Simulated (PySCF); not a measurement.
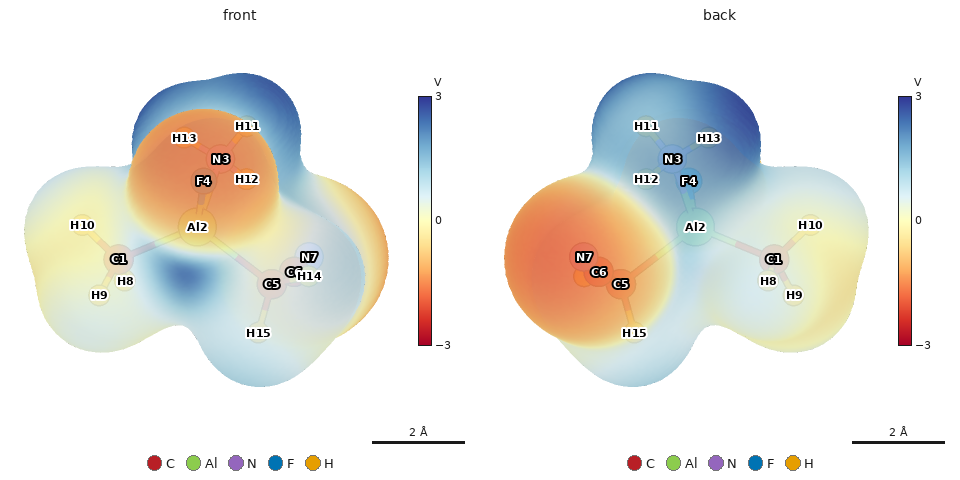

Figure 1: C$_{3}$H$_{8}$AlFN$_{2}$. The molecular electrostatic potential painted on the density surface at 0.002 e/bohr³, seen from the front and from behind; the colour scale runs from red (negative) to blue (positive).

Geometry: GFN2-xTB.

Computed with PySCF, PBE0/def2-SVPD, SCF density, gas phase.

Input

```
{"job": {"kind": "uv", "xc": "PBE0", "basis": "def2-SVPD", "nstates": 8, "ntriplets": 3}, "charge": 0, "multiplicity": 1}
C     -1.007668    -1.669153    -0.771711
Al    -0.308520    -0.482071     0.656166
N     -0.991239     1.398436     0.080677
F     -0.927473    -0.382073     2.195868
C      1.718933    -0.148681     0.607262
C      1.882545     0.927464    -0.296099
N      1.888325     1.823594    -1.020273
H     -0.580009    -1.414786    -1.744819
H     -0.756184    -2.718599    -0.598051
H     -2.094267    -1.641278    -0.889039
H     -1.097297     1.992903     0.900824
H     -0.273378     1.816427    -0.516175
H     -1.873024     1.402620    -0.425513
H      2.156063     0.123482     1.573231
H      2.258778    -1.020295     0.225737
```

Command:

```sh
OMP_NUM_THREADS=1 python probes_run.py task.json out
```

Question: Which sites attract a positive test charge, and which a negative one?

Answer: A positive charge is drawn to the negative regions and a negative charge to the positive ones. The most negative region (about −1.8 V) lies over N7, the most positive (about +2.7 V) over H13. N7 is the likeliest acceptor of a hydrogen bond.
